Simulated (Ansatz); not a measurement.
# CH6Si (SMILES C[SiH3]): HF/3-21G

Aim: the electronic atomisation energy of CH6Si at HF/3-21G, from 4 runs. 

Program for the calculation: Ansatz 0.2.0.

45 further runs of the same task are left out: 45 set aside as unsound or not needed.

### 1 Starting point

CH6Si has 8 atoms, charge 0, and is taken as a singlet. As SMILES, `C[SiH3]`. Geometry: relaxed at PBE0-D4/def2-TZVP.

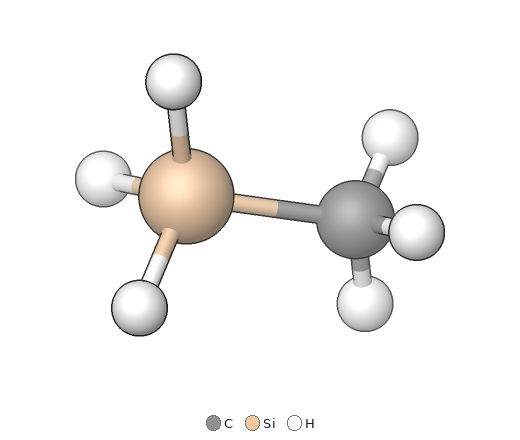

The structure, seen from a chosen angle (carbon grey, silicon light orange, hydrogen white).

### 2 The energy at HF/3-21G

File in.yaml:

```yaml
crystal:
  periodic: [false, false, false]
  atoms:
    - {symbol: C, position_ang: [-0.181500, 0.239740, -0.940300]}
    - {symbol: Si, position_ang: [0.162420, -0.214550, 0.841500]}
    - {symbol: H, position_ang: [-1.240470, 0.112510, -1.175580]}
    - {symbol: H, position_ang: [0.395470, -0.391420, -1.619800]}
    - {symbol: H, position_ang: [0.086600, 1.280720, -1.133860]}
    - {symbol: H, position_ang: [-0.624960, 0.646220, 1.765390]}
    - {symbol: H, position_ang: [1.605560, -0.040010, 1.159870]}
    - {symbol: H, position_ang: [-0.203110, -1.633210, 1.102780]}
basis:
  gaussian: {orbitals: 3-21G.json}
total_charge: 0
hamiltonian: {xc: hf}
accuracy: high
output: {orbitals: {seedname: orbitals}}
```

The basis set 3-21G is read from a file made from the Basis Set Exchange's data (not shown).

The run is started by

```bash
$ ansatz run in.yaml --threads 1 --pin off --max-ram 3480MiB --events-out events.jsonl --progress --plain --runs-dir runs
```

The log of the run:

```text
Warning: RAYON_NUM_THREADS=1 ignored (pool sized by the plan → 1); use --threads N
Functional definition: HF
  name "HF"
  exchange = exact_x
  correlation = 0
789 factors; integrals over basis functions are off by at most 4.1e-9 eV
mean field evaluation 1: about -8938.8770 eV, gradient 1.6e1 eV
mean field evaluation 2: about -8938.8712 eV, gradient 1.6e1 eV
mean field evaluation 4: about -8939.6213 eV, gradient 1.4e0 eV
mean field evaluation 8: about -8939.6273 eV, gradient 9.4e-5 eV
mean field -8939.62731165 eV, -328.5252442061 hartree, gradient 6.3e-8 eV, S^2 0.000000; 0 other end points of the search recorded, 0 dependent functions left out
reference -8939.62731165 eV, -328.5252442061 hartree; 13, 13 occupied and 21, 21 virtual orbitals, 789 factors
Total energy: -8939.62731165 eV, -328.5252442061 hartree
```

Wall time 0.2 s (1 thread of Arm Neoverse V2, shared host).

### 3 The C atom at the same level

File in.yaml:

```yaml
basis:
  gaussian:
    orbitals: 3-21G.json
crystal:
  periodic: [false, false, false]
  atoms:
    - {symbol: C, position_ang: [0.000000, 0.000000, 0.000000]}
magnetization:
  spin_polarized: true
  initial_magnetization: 2
hamiltonian:
  xc: hf
accuracy: high
```

The basis set 3-21G is read from a file made from the Basis Set Exchange's data (not shown).

The run is started by

```bash
$ ansatz run in.yaml --threads 1 --pin off --max-ram 3480MiB --events-out events.jsonl --progress --plain --runs-dir runs
```

The log of the run:

```text
Warning: RAYON_NUM_THREADS=1 ignored (pool sized by the plan → 1); use --threads N
[... 4 set-up lines as earlier in the session ...]
42 factors; integrals over basis functions are off by at most 9.6e-9 eV
mean field evaluation 1: about -1019.7341 eV, gradient 4.9e0 eV
mean field evaluation 2: about -1019.7347 eV, gradient 4.9e0 eV
mean field evaluation 4: about -1019.9117 eV, gradient 1.9e-1 eV
mean field evaluation 8: about -1019.9119 eV, gradient 6.4e-5 eV
mean field evaluation 16: about -1019.9118 eV, gradient 6.1e-2 eV
mean field evaluation 32: about -1019.9119 eV, gradient 2.8e-8 eV
mean field -1019.91186813 eV, -37.4810698326 hartree, gradient 2.8e-8 eV, S^2 2.000971; 2 other end points of the search recorded, 0 dependent functions left out
reference -1019.91186813 eV, -37.4810698326 hartree; 4, 2 occupied and 5, 7 virtual orbitals, 42 factors
Total energy: -1019.91186813 eV, -37.4810698326 hartree
```

It took 0.04 s on 1 thread of Arm Neoverse V2, shared host.

### 4 The H atom at the same level

File job.yaml:

```yaml
crystal:
  periodic: [false, false, false]
  atoms:
    - {symbol: H, position_ang: [0.000000, 0.000000, 0.000000]}
basis:
  gaussian:
    orbitals: 3-21G.json
magnetization:
  spin_polarized: true
  initial_magnetization: 1
hamiltonian:
  xc: hf
accuracy: high
```

The basis set 3-21G is read from a file made from the Basis Set Exchange's data (not shown).

Run the same way, it converges to -0.49620 Eh (log not shown).

### 5 The Si atom at the same level

File job.yaml:

```yaml
crystal:
  periodic: [false, false, false]
  atoms:
    - {symbol: Si, position_ang: [0.000000, 0.000000, 0.000000]}
basis:
  gaussian: {orbitals: 3-21G.json}
hamiltonian: {xc: hf}
magnetization: {spin_polarized: true, initial_magnetization: 2}
accuracy: high
```

The basis set 3-21G is read from a file made from the Basis Set Exchange's data (not shown).

Run the same way, it converges to -287.34443 Eh (log not shown).

### 6 Summary of results

Level: HF/3-21G.

```
                     quantity          value
       molecule: total energy  -328.52524 Eh
        molecule: HOMO energy      -12.39 eV
        molecule: LUMO energy        4.86 eV
      molecule: HOMO–LUMO gap       17.26 eV
         C atom: total energy   -37.48107 Eh
                 C atom: ⟨S²⟩          2.001
         H atom: total energy    -0.49620 Eh
                 H atom: ⟨S²⟩          0.750
        Si atom: total energy  -287.34443 Eh
                Si atom: ⟨S²⟩          2.000
electronic atomisation energy      19.662 eV
```

In words: Taking the molecule apart into free atoms costs 19.66 eV (1897 kJ/mol), before zero-point energy and without spin-orbit coupling. Hartree–Fock lacks the correlation of the bonding pairs, which as a rule makes this value much too low; in minimal bases other errors can mask that. The basis has no polarisation functions, which makes bonds too weak.
